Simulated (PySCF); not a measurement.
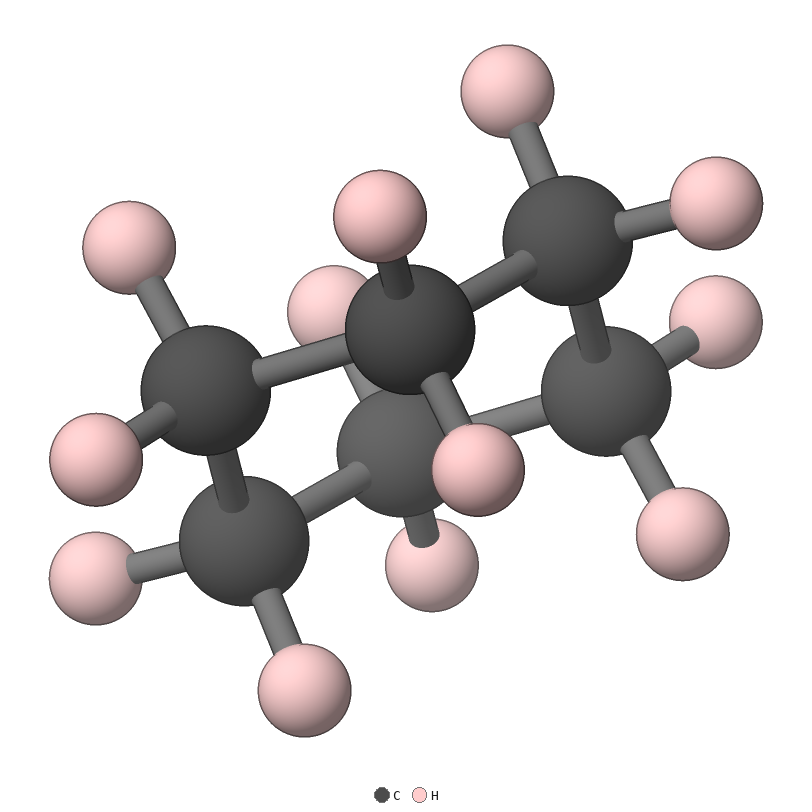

The picture shows a molecular structure as a ball-and-stick model.

Computed geometry: PBE0-D3(BJ)/def2-SVP optimisation. No frequency run is at hand to confirm it as a minimum.

> Count the atoms of each element.

C₆H₁₂, 18 atoms: 6 carbon and 12 hydrogen.

> Does it have rings?

Independent rings (smallest set): 1 of 6 members.

> How many atoms are distinct by symmetry?

3: 6 C, 6 H, 6 H.

More results for the same structure follow; atom numbers are the same in all pictures, views and colours differ.

**Geometry**

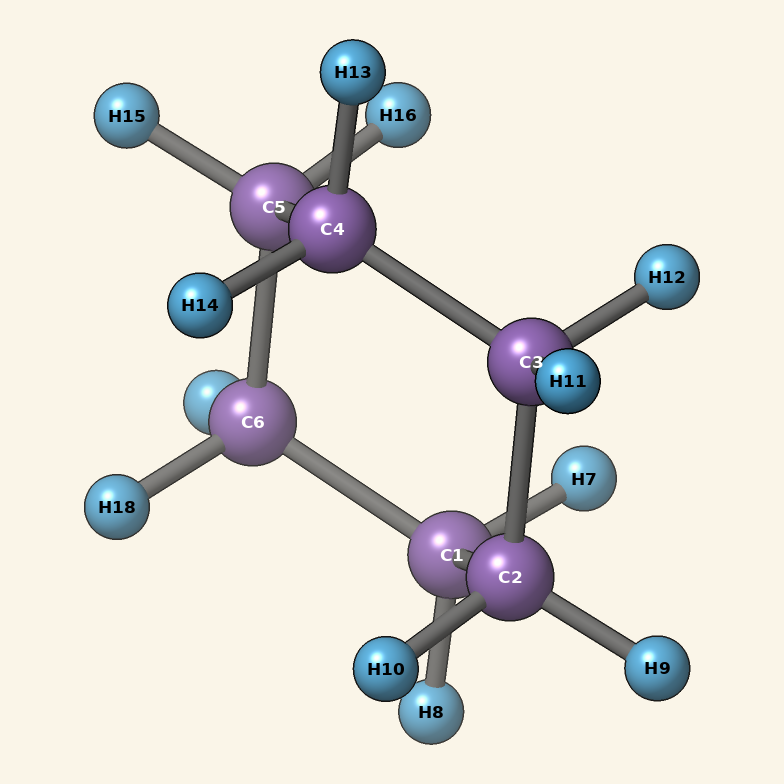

C1 lies behind C2. The molecule seen a little off the C2–C1 bond, C2 in front. Atoms fade into the background with distance from the viewer. No frequency run is at hand to confirm it as a minimum.

> What is the torsion angle C3–C2–C1–C6? The sign is positive where the front bond must turn clockwise to cover the back bond.

−55°, synclinal (gauche). The bonds about C2–C1 are staggered.

**NMR shielding**

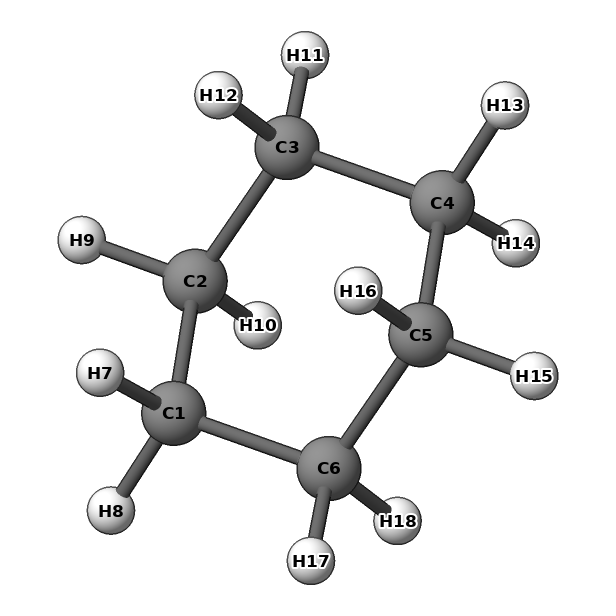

The questions are on isotropic NMR shieldings of the H atoms. No frequency run is at hand to confirm it as a minimum. Level of theory: GIAO PBE0/pcSseg-1 NMR shielding, non-relativistic, IEF-PCM chloroform (PySCF 2.14.0).

Give the isotropic NMR shieldings of the H atoms atom by atom.

```
atom  σ (ppm)
  H7    30.12
  H8    29.71
  H9    29.71
 H10    30.12
 H11    29.71
 H12    30.12
 H13    29.71
 H14    30.12
 H15    29.71
 H16    30.12
 H17    29.71
 H18    30.12
```

**Levels of theory compared**

No frequency run is at hand to confirm it as a minimum. Program: PySCF 2.14.0.

Compare HOMO energy (eV), HOMO–LUMO gap (eV) at these levels: BHandHLYP/aug-pcX-1 (pcseg-1 on H); PBE0/def2-SVPD; PBE0/def2-SVPD in benzene (IEF-PCM); PBE0/def2-SVPD in chloroform (IEF-PCM); PBE0/pcSseg-1 in benzene (IEF-PCM); PBE0/pcSseg-1 in chloroform (IEF-PCM); WP04/pcSseg-1 in chloroform (IEF-PCM); ωB97X-D/pcSseg-1 in chloroform (IEF-PCM).

| level | HOMO energy (eV) | HOMO–LUMO gap (eV) |
| --- | --- | --- |
| BHandHLYP/aug-pcX-1 (pcseg-1 on H) | −9.67 | 10.35 |
| PBE0/def2-SVPD | −8.36 | 9.17 |
| PBE0/def2-SVPD in benzene (IEF-PCM) | −8.29 | 9.17 |
| PBE0/def2-SVPD in chloroform (IEF-PCM) | −8.26 | 9.17 |
| PBE0/pcSseg-1 in benzene (IEF-PCM) | −8.32 | 9.87 |
| PBE0/pcSseg-1 in chloroform (IEF-PCM) | −8.30 | 9.87 |
| WP04/pcSseg-1 in chloroform (IEF-PCM) | −9.53 | 9.59 |
| ωB97X-D/pcSseg-1 in chloroform (IEF-PCM) | −10.18 | 13.57 |

**Ring current**

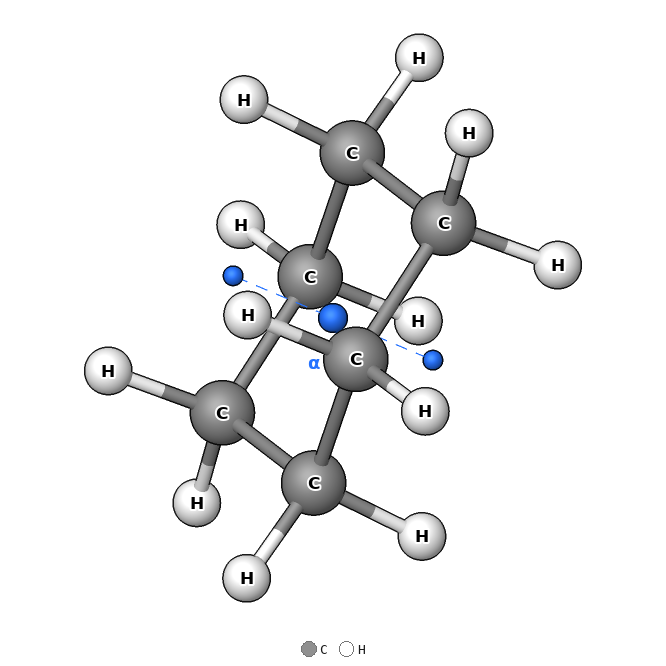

The small points mark where nucleus-independent chemical shifts (NICS) were computed: at the centre of each lettered ring and 1 Å above and below it. No frequency run is at hand to confirm it as a minimum. Method: GIAO WP04/pcSseg-1 NMR shielding, non-relativistic, IEF-PCM chloroform (PySCF 2.14.0).

Give NICS(0), NICS(1) and the out-of-plane component NICS(1)zz for each ring (means of the two sides).

```csv
ring,members,NICS(0),NICS(1),NICS(1)zz
α,C6,−2.0,−1.9,2.9
```

Values in ppm.

> What do the values say about the ring currents?

Ring α: weak, as in a non-aromatic ring. NICS is one index among several.
